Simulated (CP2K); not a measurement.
# PM6 run of TiH4O4 (SMILES O[Ti](O)(O)O)

What is the vertical ionisation energy of TiH4O4 at PM6? 

The results are computed with CP2K 2026.2.

5 further runs of the same task are left out: 3 that didn't finish, 2 set aside as unsound or not needed.

### 1 The structure to begin with

TiH4O4 has 9 atoms, charge 0, and is taken as a singlet. SMILES: `O[Ti](O)(O)O`. Geometry: relaxed at PBE0-D4/def2-TZVP. This is one conformer, not always the lowest.

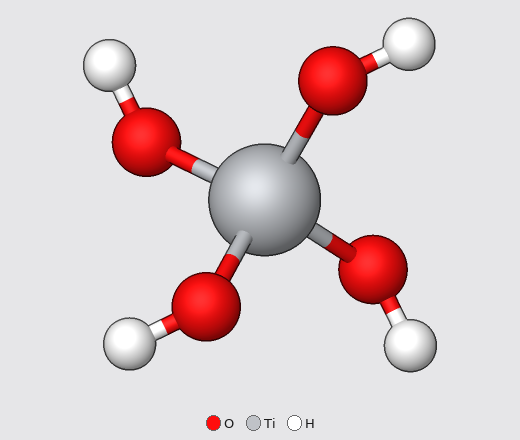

Viewed from a chosen angle; oxygen red, titanium light grey, hydrogen white.

### 2 The energy at PM6

gas.inp reads:

```
&GLOBAL
  PROJECT_NAME gas
  RUN_TYPE ENERGY
  PRINT_LEVEL MEDIUM
&END GLOBAL

&FORCE_EVAL
  METHOD QUICKSTEP
  &DFT
    &QS
      METHOD PM6
      EPS_DEFAULT 1.0E-10
      &SE
        &COULOMB
          CUTOFF [angstrom] 50
          RC_RANGE [angstrom] 0
        &END COULOMB
        &EXCHANGE
          CUTOFF [angstrom] 50
          RC_RANGE [angstrom] 0
        &END EXCHANGE
      &END SE
    &END QS
    &POISSON
      PERIODIC NONE
      POISSON_SOLVER ANALYTIC
    &END POISSON
    &SCF
      SCF_GUESS ATOMIC
      EPS_SCF 1.0E-06
      MAX_SCF 100
      ADDED_MOS 2
      &DIAGONALIZATION
        ALGORITHM STANDARD
      &END DIAGONALIZATION
      &MIXING
        METHOD DIRECT_P_MIXING
        ALPHA 0.4
      &END MIXING
      &SMEAR ON
        METHOD FERMI_DIRAC
        ELECTRONIC_TEMPERATURE [K] 300
      &END SMEAR
    &END SCF
    ! extra output
    &PRINT
      &MOMENTS
        PERIODIC F
        REFERENCE COM
        MAX_MOMENT 1
      &END MOMENTS
      &MO ON
        ENERGIES T
        OCCUPATION_NUMBERS T
        NDIGITS 6
        &EACH
          QS_SCF 0
        &END EACH
        ADD_LAST NUMERIC
      &END MO
      &HIRSHFELD OFF
      &END HIRSHFELD
    &END PRINT
  &END DFT
  ! structure
  &SUBSYS
    &CELL
      ABC 15.5 15.8 15.8
      PERIODIC NONE
    &END CELL
    &COORD
      UNIT bohr
      O     -0.2366882     2.3969097    -2.4051111
      Ti     0.0001323     0.0001701    -0.0000945
      O      3.1212795    -1.3517400    -0.1249487
      O     -2.3350023    -2.4173377    -0.5363610
      O     -0.5489465     1.3724703     3.0657405
      H     -1.5372355     2.6719783    -3.6337733
      H      4.2915302    -1.6742407     1.2178907
      H     -2.1224270    -4.1125165    -1.1348750
      H     -0.6326236     3.1142876     3.5515324
    &END COORD
    &TOPOLOGY
      &CENTER_COORDINATES
      &END CENTER_COORDINATES
    &END TOPOLOGY
  &END SUBSYS
&END FORCE_EVAL
```

The run is started by

```sh
$ OMP_NUM_THREADS=1 cp2k.psmp -i gas.inp > gas.out 2>&1
```

Output:

```text
CP2K| version string:                                       CP2K version 2026.2
[...]
 GLOBAL| Method name                                                        CP2K
[...]
 GLOBAL| Run type                                                         ENERGY
[...]
                             - Atoms:                                          9
[...]
                             - Spherical basis functions:                     29
[...]
 Number of electrons:                                                         32
[...]
     1 P_Mix/Diag. 0.40E+00    0.0     1.96088018       -40.8081861891 -4.08E+01
[...]
    15 DIIS/Diag.  0.26E-06    0.0     0.00000092       -47.5202413908 -2.70E-11
  *** SCF run converged in    15 steps ***
  Core-core repulsion energy [eV]:                           2171.26660740123452
  Core Hamiltonian energy [eV]:                             -2217.27203062843682
  Two-electron integral energy [eV]:                        -2494.17221242892310
  Electronic energy [eV]:                                   -3464.35813684289815
  Electronic entropic energy:                                  -0.00000000000000
  Fermi energy:                                                -0.08599733385612
  Total energy [eV]:                                        -1293.09152944166340
  Atomic reference energy [eV]:                              1281.19512040988684
  Heat of formation [kcal/mol]:                              -274.33773124084814
[...]
 SE_DIPOLE| Moment [Debye]          0.00166346       0.00011759      -0.00207704
 SE_DIPOLE| Derivative [a.u.]       0.00000000       0.00000000       0.00000000
 ENERGY| Total FORCE_EVAL ( QS ) energy [hartree]            -47.520241390814334
[...]
```

Wall time 1.5 s (1 thread of Intel Xeon at 2.70GHz, shared host); peak memory 0.19 GiB.

### 3 The doublet cation

mol.inp reads:

```
&GLOBAL
  PROJECT mol
  RUN_TYPE ENERGY
  PRINT_LEVEL MEDIUM
&END GLOBAL
&FORCE_EVAL
  METHOD Quickstep
  &DFT
    CHARGE 1
    MULTIPLICITY 2
    UKS T
    # Quickstep
    &QS
      METHOD PM6
      EPS_DEFAULT 1.0E-10
      &SE
        &COULOMB
          CUTOFF [angstrom] 50
          RC_RANGE [angstrom] 0
        &END COULOMB
        &EXCHANGE
          CUTOFF [angstrom] 50
          RC_RANGE [angstrom] 0
        &END EXCHANGE
      &END SE
    &END QS
    &POISSON
      PERIODIC NONE
      POISSON_SOLVER ANALYTIC
    &END POISSON
    # self-consistent field
    &SCF
      SCF_GUESS ATOMIC
      EPS_SCF 1.0E-06
      MAX_SCF 100
      ADDED_MOS 2
      &DIAGONALIZATION
        ALGORITHM STANDARD
      &END DIAGONALIZATION
      &MIXING
        METHOD DIRECT_P_MIXING
        ALPHA 0.4
      &END MIXING
      &SMEAR ON
        METHOD FERMI_DIRAC
        ELECTRONIC_TEMPERATURE [K] 300
        FIXED_MAGNETIC_MOMENT 1.0
      &END SMEAR
    &END SCF
    # extra output
    &PRINT
      &MOMENTS
        PERIODIC F
        REFERENCE COM
        MAX_MOMENT 1
      &END MOMENTS
      &MO ON
        ENERGIES T
        OCCUPATION_NUMBERS T
        NDIGITS 6
        &EACH
          QS_SCF 0
        &END EACH
        ADD_LAST NUMERIC
      &END MO
      &HIRSHFELD OFF
      &END HIRSHFELD
    &END PRINT
  &END DFT
  &SUBSYS
    # vacuum box
    &CELL
      ABC 15.5 15.8 15.8
      PERIODIC NONE
    &END CELL
    &COORD
      UNIT bohr
      O     -0.2366882     2.3969097    -2.4051111
      Ti     0.0001323     0.0001701    -0.0000945
      O      3.1212795    -1.3517400    -0.1249487
      O     -2.3350023    -2.4173377    -0.5363610
      O     -0.5489465     1.3724703     3.0657405
      H     -1.5372355     2.6719783    -3.6337733
      H      4.2915302    -1.6742407     1.2178907
      H     -2.1224270    -4.1125165    -1.1348750
      H     -0.6326236     3.1142876     3.5515324
    &END COORD
    &TOPOLOGY
      &CENTER_COORDINATES
      &END CENTER_COORDINATES
    &END TOPOLOGY
  &END SUBSYS
&END FORCE_EVAL
```

The run is started by

```sh
$ OMP_NUM_THREADS=1 cp2k.psmp -i mol.inp > mol.out 2>&1
```

Output:

```text
CP2K| version string:                                       CP2K version 2026.2
[...]
 GLOBAL| Method name                                                        CP2K
[...]
 GLOBAL| Run type                                                         ENERGY
[...]
                             - Atoms:                                          9
[...]
                             - Spherical basis functions:                     29
[...]
 Number of electrons:                                                         16
[...]
     1 P_Mix/Diag. 0.40E+00    0.0     0.98108960       -40.3480586831 -4.03E+01
[...]
    35 DIIS/Diag.  0.13E-06    0.0     0.00000040       -47.0868491984 -4.19E-13
  *** SCF run converged in    35 steps ***
  Core-core repulsion energy [eV]:                           2171.26660740123452
  Core Hamiltonian energy [eV]:                             -2157.95382386905158
  Two-electron integral energy [eV]:                        -2589.22222333249783
  Electronic energy [eV]:                                   -3452.56493553530026
  Electronic entropic energy:                                  -0.00000000000000
  Fermi energy:                                                -0.36392764519414
  Total energy [eV]:                                        -1281.29832813406574
  Atomic reference energy [eV]:                              1281.19512040988684
  Heat of formation [kcal/mol]:                                -2.38002684861915
[...]
 SE_DIPOLE| Moment [Debye]          2.45832744       0.89388141      -2.15086650
 SE_DIPOLE| Derivative [a.u.]       0.00000000       0.00000000       0.00000000
 ENERGY| Total FORCE_EVAL ( QS ) energy [hartree]            -47.086849198422904
[...]
```

Run time: 1.2 s. Hardware: 1 thread of Intel Xeon at 2.70GHz, shared host; peak memory 0.19 GiB.

### 4 What came out

At PM6:

```
                                          quantity            value
                      singlet TiH4O4: total energy     -47.52024 Eh
                     singlet TiH4O4: dipole moment           0.00 D
                       singlet TiH4O4: HOMO energy        -12.32 eV
                       singlet TiH4O4: LUMO energy         -1.46 eV
                     singlet TiH4O4: HOMO–LUMO gap         10.86 eV
                 singlet TiH4O4: heat of formation  -274.3 kcal/mol
                      doublet cation: total energy     -47.08685 Eh
doublet cation: HOMO energy (highest over α and β)        -17.12 eV
 doublet cation: LUMO energy (lowest over α and β)        -11.29 eV
                 doublet cation: heat of formation    -2.4 kcal/mol
vertical ionisation energy (to the doublet cation)        11.793 eV
```

**Reading.** Removing an electron at fixed nuclei costs 11.79 eV (272 kcal/mol).
